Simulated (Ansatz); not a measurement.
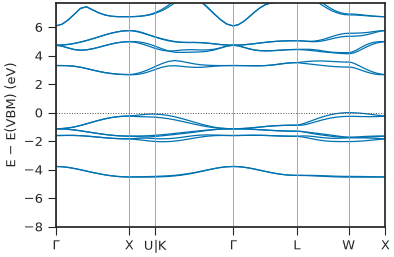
Figure. Band structure from plane-wave PAW PBE with spin–orbit coupling (Ansatz code)

### Question
Read off the gap and where the band edges lie.

### Answer
About 2.7 eV (2.66 eV by a search for the band edges); maximum at W, minimum on the W–X line, 92 % of the way from W.

The material is TlBr (zinc blende, F-43m).

A made-up cell: these elements were put on the sites of a structure type; neither database checked (COD, Materials Project) lists it. COD files the formula under space group No. 221, so this cell is another polymorph or a model. Its standing as an ambient phase is unchecked. Symmetry was held in the PBE relaxation; phonons on a q-mesh show no instability.

Potentials: the later of the program's two PAW sets.
